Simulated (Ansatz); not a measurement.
# r2SCAN/6-311+G(d,p) run of SiH2Cl2 (dichlorosilane (DCS))

What is the vertical singlet–triplet gap of SiH2Cl2 (dichlorosilane (DCS)) at r2SCAN/6-311+G**? 

The calculation is run with Ansatz 0.2.0.

47 further runs of the same task are left out: 4 that didn't finish, 43 set aside as unsound or not needed.

### Step 1. The molecule

The species is SiH2Cl2 (5 atoms), meant as a singlet with charge 0. SMILES: `Cl[SiH2]Cl`. The shape is that of a PBE0-D4/def2-TZVP optimisation.

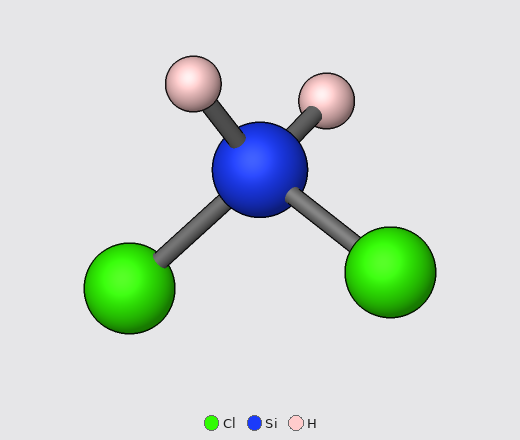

The structure, seen from a chosen angle (chlorine green, silicon blue, hydrogen pink).

### Step 2. The energy at r2SCAN/6-311+G(d,p)

The input, molecule.yaml:

```yaml
crystal:
  periodic: [false, false, false]
  atoms:
    - {symbol: Cl, position_ang: [-1.036100, -0.393400, 1.609300]}
    - {symbol: Si, position_ang: [0.136800, -0.071700, -0.028900]}
    - {symbol: Cl, position_ang: [-0.799200, 1.196800, -1.324000]}
    - {symbol: H, position_ang: [0.352000, -1.362200, -0.711200]}
    - {symbol: H, position_ang: [1.396500, 0.556600, 0.413400]}
basis:
  gaussian:
    orbitals: 6-311+G_st__st_-spherical.json
magnetization:
  spin_polarized: false
  initial_magnetization: 0
hamiltonian:
  xc: r2scan
accuracy: high
output:
  orbitals: {seedname: orbitals}
```

The basis set 6-311+G** is read from a file made from the Basis Set Exchange's data (not shown).

On the command line:

```bash
$ ansatz run molecule.yaml --threads 1 --pin off --max-ram 3480MiB --events-out events.jsonl --progress --plain --runs-dir runs
```

Output:

```text
Warning: RAYON_NUM_THREADS=1 ignored (pool sized by the plan → 1); use --threads N
Functional definition: r2SCAN
  name "r2SCAN"
  parameter k0 = 0.174
  parameter k1 = 0.065
  parameter a1 = 4.9479
  exchange = r2scan_x(k0 = k0, k1 = k1, a1 = a1)
  correlation = r2scan_c
1711 factors; integrals over basis functions are off by at most 4.4e-9 eV
mean field evaluation 1: about -32955.7561 eV, gradient 1.4e1 eV
mean field evaluation 2: about -32956.1038 eV, gradient 1.0e1 eV
mean field evaluation 4: about -32956.3153 eV, gradient 3.3e-1 eV
mean field evaluation 8: about -32956.3072 eV, gradient 9.4e-3 eV
mean field evaluation 16: about -32956.3072 eV, gradient 9.6e-7 eV
mean field -32956.30716472 eV, -1211.1219497161 hartree, gradient 3.6e-8 eV, S^2 0.000000; 0 other end points of the search recorded, 0 dependent functions left out
reference -32956.30716680 eV, -1211.1219497926 hartree; 25, 25 occupied and 77, 77 virtual orbitals, 1711 factors
Total energy: -32956.30716680 eV, -1211.1219497926 hartree
```

Run time: 13 s. Hardware: 1 thread of Arm Neoverse V2, shared host; peak memory 0.27 GiB.

### Step 3. The triplet at the same level

The input, run.yaml:

```yaml
crystal:
  periodic: [false, false, false]
  atoms:
    - {symbol: Cl, position_ang: [-1.036100, -0.393400, 1.609300]}
    - {symbol: Si, position_ang: [0.136800, -0.071700, -0.028900]}
    - {symbol: Cl, position_ang: [-0.799200, 1.196800, -1.324000]}
    - {symbol: H, position_ang: [0.352000, -1.362200, -0.711200]}
    - {symbol: H, position_ang: [1.396500, 0.556600, 0.413400]}
basis:
  gaussian:
    orbitals: 6-311+G_st__st_-spherical.json
magnetization:
  spin_polarized: true
  initial_magnetization: 2
hamiltonian:
  xc: r2scan
accuracy: high
output: {orbitals: {seedname: orbitals}}
```

The basis set 6-311+G** is read from a file made from the Basis Set Exchange's data (not shown).

On the command line:

```bash
$ ansatz run run.yaml --threads 1 --pin off --max-ram 3480MiB --events-out events.jsonl --progress --plain --runs-dir runs
```

Output, cut to the lines that bear on the results:

```text
Warning: RAYON_NUM_THREADS=1 ignored (pool sized by the plan → 1); use --threads N
Functional definition: r2SCAN
  name "r2SCAN"
[...]
1711 factors; integrals over basis functions are off by at most 4.4e-9 eV
[...]
mean field -32949.42471552 eV, -1210.8690243731 hartree, gradient 2.1e-8 eV, S^2 2.003952; 10 other end points of the search recorded, 0 dependent functions left out
reference -32949.42473461 eV, -1210.8690250745 hartree; 26, 24 occupied and 76, 78 virtual orbitals, 1711 factors
Total energy: -32949.42473461 eV, -1210.8690250745 hartree
```

Wall time 3.8 min (1 thread of Arm Neoverse V2, shared host); peak memory 0.44 GiB.

### Step 4. Outcome

At r2SCAN/6-311+G**:

```
                                        quantity           value
                           singlet: total energy  -1211.12195 Eh
                            singlet: HOMO energy        -8.18 eV
                            singlet: LUMO energy        -0.77 eV
                          singlet: HOMO–LUMO gap         7.42 eV
                           triplet: total energy  -1210.86903 Eh
     triplet: HOMO energy (highest over α and β)        -1.86 eV
                                   triplet: ⟨S²⟩           2.004
vertical energy of the triplet above the singlet        6.882 eV
```

What this shows: At this shape the triplet lies 6.88 eV (664 kJ/mol) above the singlet.
